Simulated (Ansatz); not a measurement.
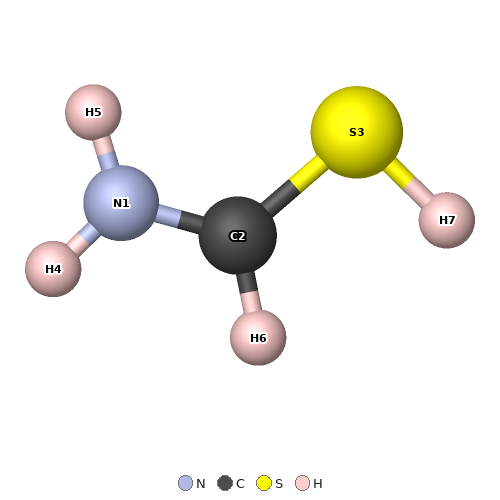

The system is CH₄NS, charge +1; the picture shows the grid point nearest to the relaxed geometry. 
- Two internal coordinates are moved rigidly from the geometry relaxed at PBE0-D4/def2-TZVP, all others fixed.
- Coordinates scanned: (1) bond C2–H6; (2) angle H6–C2–N1.
- The scan uses a 7 × 7 grid.
- All energies are given in eV relative to the lowest grid point.
- Method: RKS r2SCAN-D4/def2-TZVPP (Ansatz).

Its coordinates:

```xyz
7

N    -0.7999    0.3335   -0.6880
C    -0.0070   -0.0776    0.2494
S     1.6565   -0.2582    0.0527
H    -1.7931    0.4244   -0.5171
H    -0.4716    0.5778   -1.6151
H    -0.4700   -0.3187    1.2290
H     1.8747   -0.6861    1.3097
```

Range: bond C2–H6 from 0.978 to 1.304 Å; angle H6–C2–N1 from 92.9 to 140.9°.

**What will the energy surface look like?**

The lowest grid point is at bond C2–H6 = 1.110 Å, angle H6–C2–N1 = 116.9°. No other kind of well shows on this grid. The highest grid point, bond C2–H6 = 1.304 Å, angle H6–C2–N1 = 140.9°, lies 1.19 eV above the lowest. Round the minimum the two coordinates are nearly uncoupled.

```csv
"angle H6–C2–N1 ↓, bond C2–H6 →",0.978,1.009,1.056,1.110,1.170,1.235,1.304
140.9,0.85,0.72,0.63,0.63,0.73,0.92,1.19
132.9,0.51,0.38,0.28,0.28,0.38,0.57,0.84
124.9,0.30,0.17,0.07,0.07,0.17,0.36,0.63
116.9,0.24,0.11,0.01,0.00,0.10,0.28,0.55
108.9,0.32,0.19,0.08,0.07,0.16,0.35,0.60
100.9,0.55,0.42,0.31,0.29,0.38,0.55,0.80
92.9,0.95,0.82,0.70,0.68,0.76,0.92,1.16
```

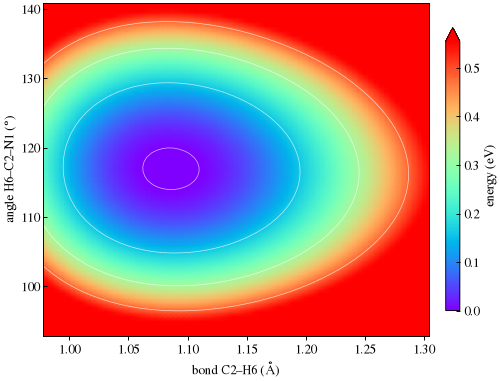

In the figure: a smooth colour map with a few white contour lines, one colour for all values above the top of the scale. Between grid points the surface is interpolated.
